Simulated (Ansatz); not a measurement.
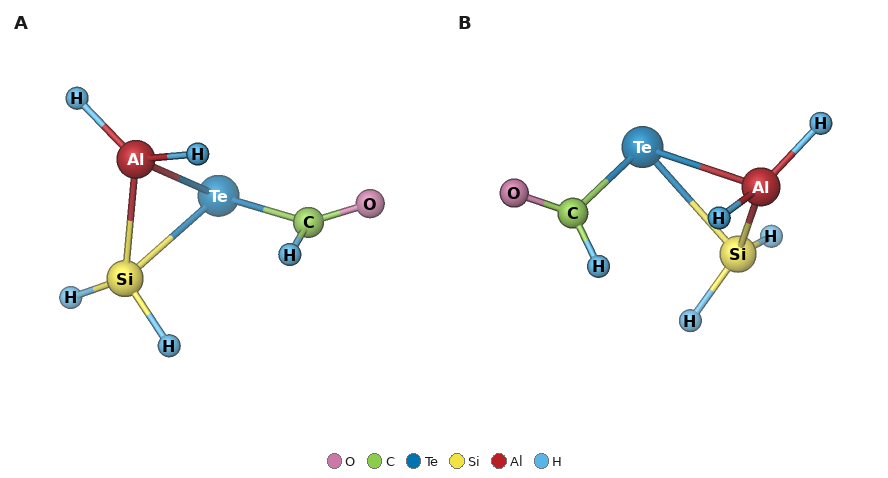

Atoms fade into the background with distance from the viewer. Computed geometry: PBE0-D4/def2-TZVP optimisation.

Are A and B the same structure? If not, how do they differ?

Answer. No. They are mirror images that no rotation superimposes: the geometry of CH5AlOSiTe is chiral (C1). Their energies are equal.
